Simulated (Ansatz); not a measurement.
# CH8AlN: the cost of one run

The runs use Ansatz 0.2.0, Gaussian basis; PBE0-D4/def2-SVP.

22 further runs of the same task are left out: 22 set aside as unsound or not needed.

## (1) Where the work starts

The first end: 11 atoms, charge 0, spin multiplicity 1.

Atoms are counted from 1 here; the program's logs count them from 0.

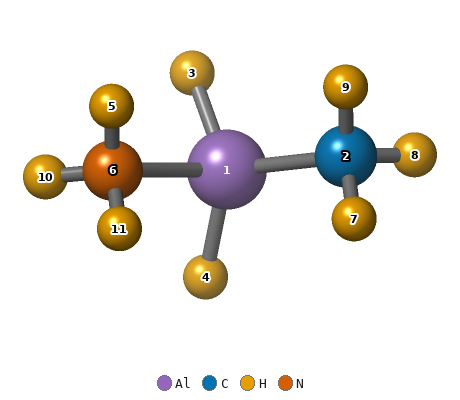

Start geometry, drawn with aluminium purple, carbon blue, hydrogen amber, nitrogen orange; atoms are numbered from 1 in the order of the file.

Coordinates:

```xyz
11

Al   -0.5984   -0.6637   -0.2185
C     1.1447   -0.9718    0.6559
H    -0.7393   -1.0605   -1.7702
H    -1.9231   -0.7998    0.6825
H     0.1817    1.7033   -1.0084
N    -0.5956    1.3910   -0.4356
H     1.2252   -0.4715    1.6276
H     1.2997   -2.0393    0.8458
H     1.9906   -0.6421    0.0424
H    -1.4538    1.6949   -0.8840
H    -0.5317    1.8593    0.4625
```

The second end:

```xyz
11

Al   -1.3612   -0.2410   -0.3710
C     1.6255   -0.6907    0.6216
H    -1.0779   -1.2096   -1.5917
H    -1.7782   -0.7333    1.0750
H     1.2175    0.2714    0.3018
N    -1.3168    1.5019   -0.6719
H     1.6609   -0.7226    1.7095
H     1.0140   -1.5186    0.2567
H     2.6293   -0.7960    0.2110
H    -1.0987    1.9284   -1.5577
H    -1.5144    2.2100    0.0165
```

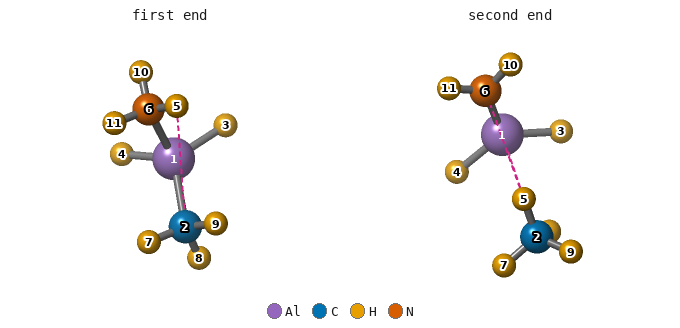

The two ends; dashed lines mark the contacts followed along the path.

## (2) The band at PBE0-D4/def2-SVP

Contents of neb/in.yaml:

```yaml
crystal:
  periodic: [false, false, false]
  atoms:
    - {symbol: Al, position_ang: [-0.598389, -0.663699, -0.218506]}
    - {symbol: C, position_ang: [1.144659, -0.971754, 0.655936]}
    - {symbol: H, position_ang: [-0.739335, -1.060479, -1.770206]}
    - {symbol: H, position_ang: [-1.923057, -0.799782, 0.682490]}
    - {symbol: H, position_ang: [0.181694, 1.703274, -1.008445]}
    - {symbol: N, position_ang: [-0.595626, 1.391037, -0.435562]}
    - {symbol: H, position_ang: [1.225249, -0.471503, 1.627564]}
    - {symbol: H, position_ang: [1.299698, -2.039321, 0.845759]}
    - {symbol: H, position_ang: [1.990621, -0.642094, 0.042373]}
    - {symbol: H, position_ang: [-1.453821, 1.694903, -0.884009]}
    - {symbol: H, position_ang: [-0.531695, 1.859317, 0.462509]}
basis:
  gaussian: {orbitals: def2-SVP}
hamiltonian: {xc: pbe0, dispersion: d4}
neb:
  images: 5
  climbing: true
  max_iterations: 40
  initial_path: idpp
  final_atoms:
    - {symbol: Al, position_ang: [-1.361231, -0.241042, -0.370983]}
    - {symbol: C, position_ang: [1.625526, -0.690664, 0.621632]}
    - {symbol: H, position_ang: [-1.077862, -1.209617, -1.591682]}
    - {symbol: H, position_ang: [-1.778240, -0.733293, 1.074963]}
    - {symbol: H, position_ang: [1.217538, 0.271406, 0.301834]}
    - {symbol: N, position_ang: [-1.316849, 1.501933, -0.671869]}
    - {symbol: H, position_ang: [1.660943, -0.722603, 1.709474]}
    - {symbol: H, position_ang: [1.013986, -1.518634, 0.256749]}
    - {symbol: H, position_ang: [2.629274, -0.795983, 0.210993]}
    - {symbol: H, position_ang: [-1.098726, 1.928413, -1.557693]}
    - {symbol: H, position_ang: [-1.514358, 2.209983, 0.016482]}
```

Started as:

```bash
ansatz run in.yaml --threads 2 --pin off --events-out ev --progress --plain --max-ram 4352MiB
```

**Question.** How long does this run take on 2 threads of Intel Xeon 6975P-C, shared host?

About 1.8 min.
